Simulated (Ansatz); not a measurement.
Cost against accuracy: basis.ecutwfc for Ga2O3 (C2/m, 10 atoms in the cell)

Cell: a = 6.3164 Å, b = 6.3164 Å, c = 5.8081 Å, α = 103.35°, β = 103.35°, γ = 27.87°.

Method: PBE, PAW files (plane waves; Ansatz, an electronic-structure program).

Base settings: basis.ecutwfc = 420 eV; kpoints.mp_grid.grid = 7 7 4; hamiltonian.xc = pbe; hamiltonian.pseudopotentials = {kind: paw} (the program's default PAW files); scf.occupations.method = gaussian; scf.occupations.width = 0.01 eV.

Misses are taken against the tightest run, 840 eV, which need not be fully converged itself. The energy is the free energy per atom.

The count of work is k-points × plane waves × bands × iterations; it is no time, and leaves out set-up, grids and terms that scale otherwise. 

Ansatz's pressure holds its estimate of the finite-basis (Pulay) stress, which hides part of the cutoff error; the uncorrected pressure shows it.

The starting cell comes from a database of computed structures (which also holds hypothetical and non-ambient phases and stackings), without a prior relaxation at this level. Its lattice was rescaled by a random factor within 2.5 % of one. In the base run, with a pressure of about 8 GPa the cell is away from its equilibrium volume at this level. Ansatz's pressure includes its estimate of the finite-basis (Pulay) stress.

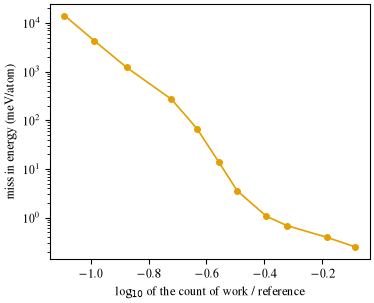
Figure: Miss against the count of work; the reference run is not drawn, and misses under 0.1 meV/atom are drawn there.

```tsv
basis.ecutwfc	energy less reference (meV/atom)	pressure less reference (GPa)	largest difference in the force on any atom (eV/Å)	uncorrected pressure less reference (GPa)	count of work / reference
170 eV	14132.49	12.49	1.185	-683.95	0.081
210 eV	4337.02	8.20	0.973	-276.70	0.10
250 eV	1211.45	0.27	0.341	-100.03	0.13
295 eV	270.60	0.19	0.111	-27.54	0.19
335 eV	67.65	0.05	0.021	-8.03	0.23
380 eV	13.74	0.02	0.007	-1.84	0.28
420 eV	3.57	0.02	0.002	-0.41	0.32
485 eV	1.07	0.02	0.001	0.00	0.40
545 eV	0.69	0.02	0.000	0.01	0.47
630 eV	0.40	0.01	0.001	0.02	0.65
735 eV	0.25	0.01	0.000	0.01	0.82
840 eV	0.00	0.00	0.000	0.00	1.0
```

Coarsest setting among those run that, with all tighter ones, holds the energy within 10 meV/atom of the reference: 420 eV, off by 3.6 meV/atom; it needs 0.32 of the reference's count of work.

The step from 210 eV to 335 eV: it takes the miss in the energy from 4300 to 68 meV/atom, for 2.3 times the count of work.

Keys are those of Ansatz 0.2.
